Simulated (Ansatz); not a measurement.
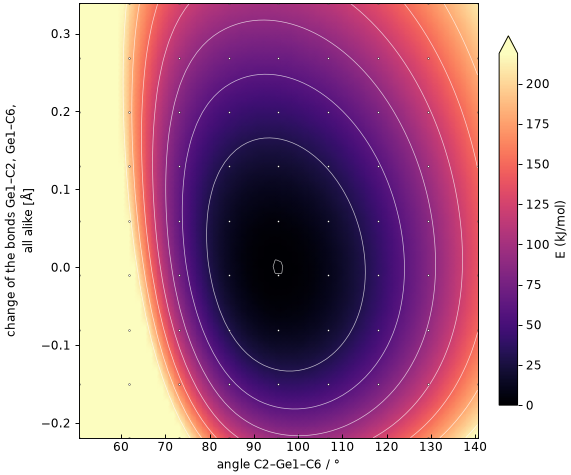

Energy landscape of GeMe2 (C2H6Ge). The first coordinate is: angle C2–Ge1–C6; the second: change of the bonds Ge1–C2, Ge1–C6, all alike. Nothing is relaxed (all other coordinates rigid). The grid has 9 × 9 points. Points are written as (first, second). Energies: kJ/mol, counted from the lowest grid point. Computed with RKS PBE0-D4/def2-TZVP in Ansatz.

The picture shows a smooth colour map with a few white contour lines, dots at the grid points, one colour for all values above the top of the scale. Between grid points the surface is interpolated. 

Q: Summarise what can be read from the map.

A: The lowest grid point is at (95.5°, −0.010 Å). No other kind of well shows on this grid. The highest grid point, (50.5°, −0.219 Å), lies 1271 kJ/mol above the lowest. Round the minimum the two coordinates are weakly coupled (coupling 0.14 in units of the two stiffnesses).

The values on the grid:

```tsv
second ↓, first →	50.5	61.8	73.0	84.3	95.5	106.8	118.0	129.3	140.5
0.339	454	203	128	104	101	111	134	167	210
0.269	485	193	102	74	69	81	105	140	187
0.199	530	190	82	47	42	53	79	117	166
0.130	591	197	69	27	19	31	58	98	150
0.060	673	220	66	15	4	16	44	86	140
−0.010	781	261	77	15	0	10	39	82	139
−0.080	916	326	107	30	10	19	47	91	149
−0.150	1080	421	161	67	40	46	73	118	176
−0.219	1271	554	247	131	95	97	123	167	225
```

The input of one point:

```yaml
crystal:
  periodic: [false, false, false]
  atoms:
    - { symbol: Ge, position_ang: [0.000765, 0.002957, -1.37223] }
    - { symbol: C, position_ang: [1.467843, -0.042589, -0.038052] }
    - { symbol: H, position_ang: [1.495646, -1.065757, 0.360749] }
    - { symbol: H, position_ang: [1.278758, 0.622817, 0.809275] }
    - { symbol: H, position_ang: [2.445075, 0.175625, -0.469893] }
    - { symbol: C, position_ang: [-1.467879, 0.042915, -0.039597] }
    - { symbol: H, position_ang: [-1.494978, 1.063701, 0.365265] }
    - { symbol: H, position_ang: [-1.280354, -0.627688, 0.803996] }
    - { symbol: H, position_ang: [-2.444855, -0.171859, -0.473725] }
basis:
  gaussian: { orbitals: def2-TZVP }
hamiltonian:
  xc: pbe0
  dispersion: d4
output:
  forces: true
```

Time for the 81 points that were run: 12 min on 1 thread of Arm Neoverse V1, with other jobs on the host.
